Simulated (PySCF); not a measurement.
## Electronic structure of C3H12Si4 in real space

```xyz
19

C     3.5927    0.3721    0.1768
C     2.7050   -0.2929   -0.2886
Si    1.2965   -1.2910   -0.9574
Si   -0.6683   -0.8134    0.2178
Si   -2.4172   -2.2036   -0.4159
Si   -1.1723    1.4638    0.1835
C     0.2635    2.4598    0.9266
H     4.3783    0.9485    0.5755
H     1.7522   -2.6872   -0.8939
H     1.2070   -0.9258   -2.3798
H    -0.3600   -1.1618    1.6287
H    -2.7745   -1.9819   -1.8194
H    -2.0892   -3.6265   -0.2967
H    -3.6390   -1.9958    0.3630
H    -2.3957    1.8210    0.9182
H    -1.3829    1.9422   -1.1918
H     0.4209    2.1970    1.9689
H     0.0836    3.5302    0.8807
H     1.1896    2.2546    0.3963
```

Geometry: GFN2-xTB.

Computed with PySCF 2.14.0, PBE0/pcSseg-1, SCF density, gas phase, non-relativistic.

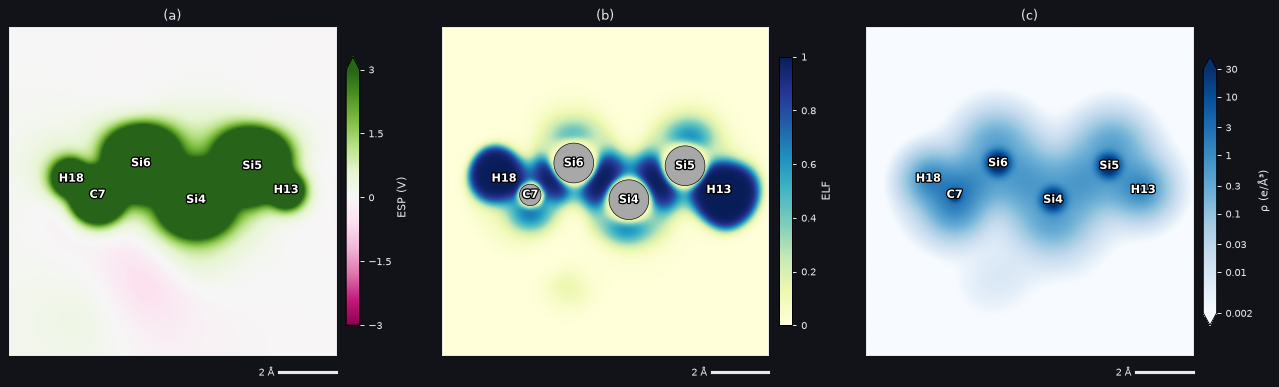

Figure 1. (a) electrostatic potential; (b) ELF; (c) total electron density on the plane of atoms Si6, C7 and H18. Grey discs cover the atomic cores in the ELF map.

Describe what can be read from this map.

Answer.
- The section cuts through Si, C and H sites.
- Si–Si (2.32 Å): ρ at the midpoint is about 0.64 e/Å³; the ELF peaks at about 1 between the atoms; localised, covalent bonding.
- C–Si (1.90 Å): ρ at the midpoint is about 0.91 e/Å³; the ELF peaks at about 0.95 between the atoms, as expected for a covalent bond.
- Si–H (1.47 Å): ρ at the midpoint is about 0.79 e/Å³; the ELF climbs to about 1 towards the hydrogen, as it does in any bond to H.
- Outside the dense part of the molecule the potential is most negative (−0.6 V) near C1, which lies off the plane.

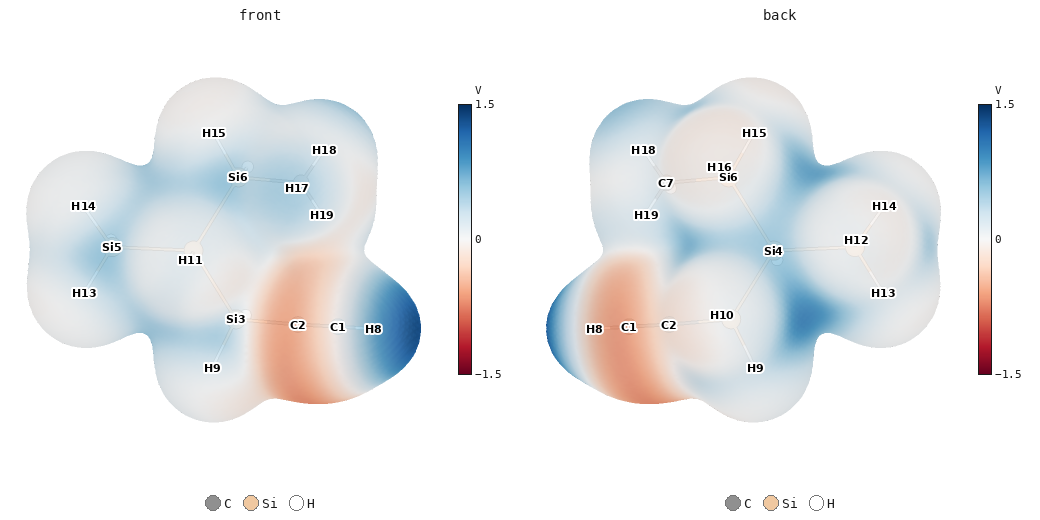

Figure 2. The electrostatic potential painted on the density surface at 0.001 e/bohr³, seen from the front and from behind; red is negative and blue positive.

Which sites attract a positive test charge, and which a negative one?

Answer. A positive charge is drawn to the negative regions and a negative charge to the positive ones. The most negative region (about −0.7 V, or −16 kcal/mol for a unit charge) lies over C1 and C2, the most positive (about +1.3 V, or +30 kcal/mol for a unit charge) over H8.

How polar is the molecule by this calculation?

Answer. Its dipole moment is 0.97 D.
